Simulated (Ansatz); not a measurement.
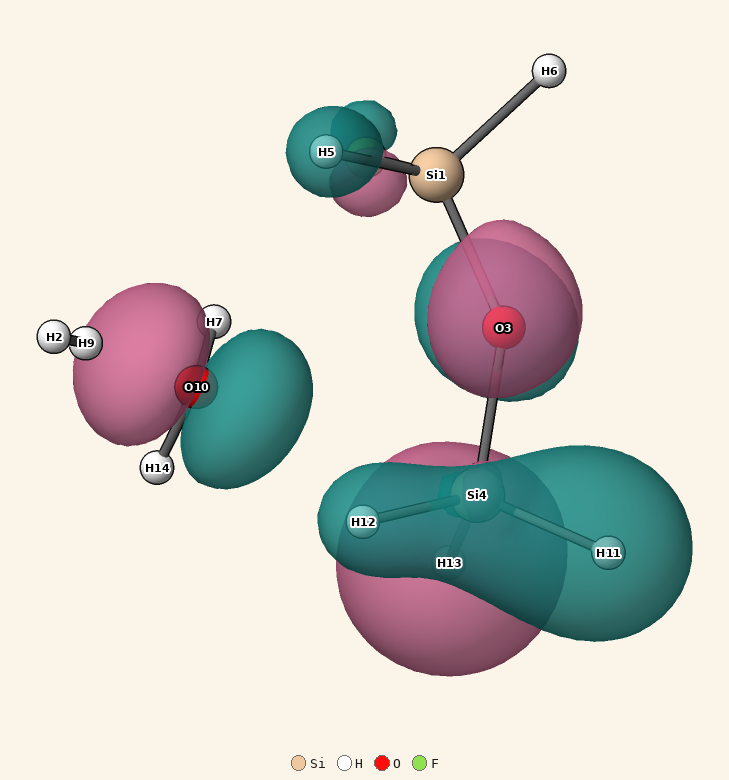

*FH$_{5}$OSi$_{2}$···H$_{2}$···H$_{2}$O. The HOMO−1 at ±0.1 Å⁻³ᐟ² (teal and pink are the two phases), seen across its widest extent.*

The product side of a reaction path; geometry: PBE0-D4/def2-TZVP; a saddle point, not a minimum.

Level of theory: RKS PBE0-D4/def2-TZVPP in Ansatz.

The calculation's input:

```
crystal:
  periodic: [false, false, false]
  atoms:
    - {symbol: Si, position_ang: [0.462935, 1.380501, 1.221030]}
    - {symbol: H, position_ang: [2.751538, -1.723624, -1.167730]}
    - {symbol: O, position_ang: [-0.617405, 1.445123, 0.026614]}
    - {symbol: Si, position_ang: [-1.294256, 0.691705, -1.268388]}
    - {symbol: H, position_ang: [1.764661, 0.857637, 0.758538]}
    - {symbol: H, position_ang: [0.560238, 2.717754, 1.840707]}
    - {symbol: H, position_ang: [-0.323674, -1.499613, 1.366609]}
    - {symbol: F, position_ang: [-0.058015, 0.389258, 2.373261]}
    - {symbol: H, position_ang: [2.120937, -1.696250, -0.766052]}
    - {symbol: O, position_ang: [-0.142114, -1.656175, 0.434892]}
    - {symbol: H, position_ang: [-1.867451, 1.764174, -2.120878]}
    - {symbol: H, position_ang: [-0.281439, -0.059032, -2.047268]}
    - {symbol: H, position_ang: [-2.392550, -0.204752, -0.832912]}
    - {symbol: H, position_ang: [-0.683505, -2.406705, 0.181576]}
basis:
  gaussian: {orbitals: def2-TZVPP}
hamiltonian: {xc: pbe0, dispersion: d4}
output: {orbitals: {seedname: orbitals}}
```

Launched as:

```sh
ansatz run in.yaml --threads 8 --pin off --events-out ev --progress --plain --max-ram 19148MiB
```

What is the character of this orbital?

It lies mainly on Si4 (about 25 %), H13 (about 20 %), O10 (about 20 %), O3 (about 15 %) and H11 (about 10 %). Its energy is −8.98 eV.
